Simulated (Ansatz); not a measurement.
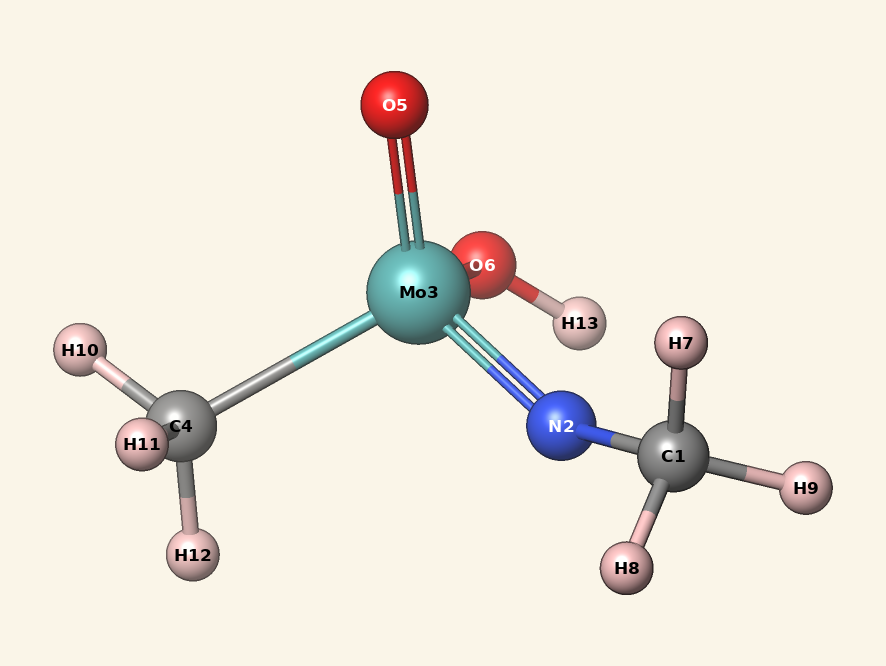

O6 lies behind Mo3. The molecule seen a little off the Mo3–O6 bond, Mo3 in front. Atoms fade into the background with distance from the viewer. The species is neutral and a spin singlet. Computed geometry: PBE-D4/def2-SVP optimisation. No frequency run is at hand to confirm it as a minimum.

### What is the torsion angle O5–Mo3–O6–H13? The sign is positive where the front bond must turn clockwise to cover the back bond.

128°, anticlinal.
